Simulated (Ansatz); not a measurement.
```xyz
16

C     1.5559    0.3256    1.1101
N     0.6437   -0.2203    0.1309
C     1.0725   -1.4959   -0.3803
Hf   -0.9763    0.9258   -0.2485
N    -2.0737   -0.0523   -1.6433
O    -2.0544    1.1106    1.3406
Cl   -0.1638    3.0260   -1.0515
H     1.2093    1.3011    1.4769
H     2.5572    0.4884    0.6874
H     1.6606   -0.3325    1.9848
H     1.1665   -2.2417    0.4228
H     0.3537   -1.8754   -1.1082
H     2.0534   -1.4234   -0.8724
H    -2.9863   -0.4617   -1.5024
H    -1.8502   -0.0920   -2.6288
H    -2.1680    1.0177    2.2820
```

Geometry: PBE0-D4/def2-TZVP; core potentials replace the inner electrons of Hf.

All numbers below come from RKS PBE0-D4/def2-TZVPP in Ansatz 0.2.0.

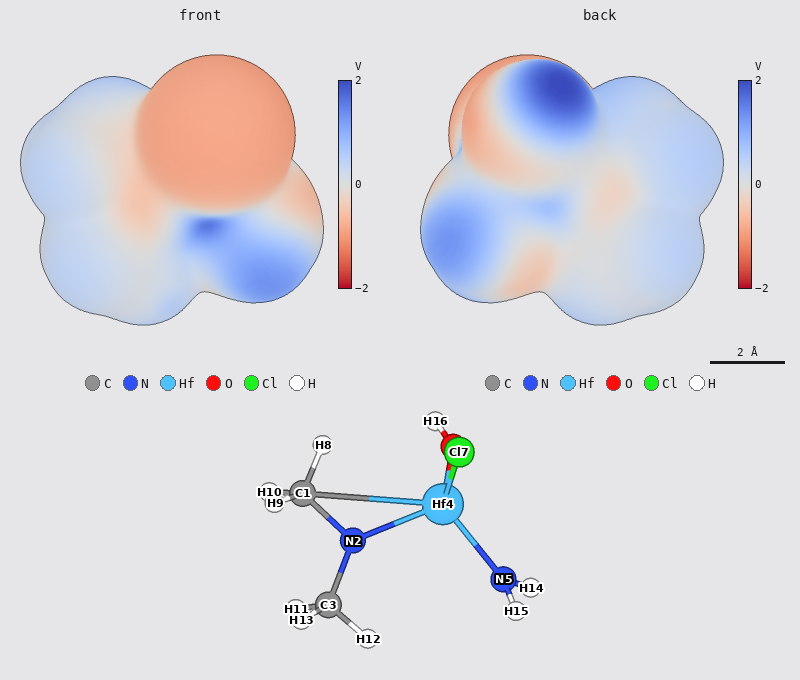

C$_{2}$H$_{9}$ClHfN$_{2}$O. The molecular electrostatic potential painted on the density surface at 0.001 e/bohr³, seen from the front and from behind; red is negative and blue positive. The bare structure is drawn below in the same view.

Q: Describe the electrostatic potential map.

A: The most negative region (about −0.9 V) lies over Cl7, the most positive (about +1.9 V) over H16.
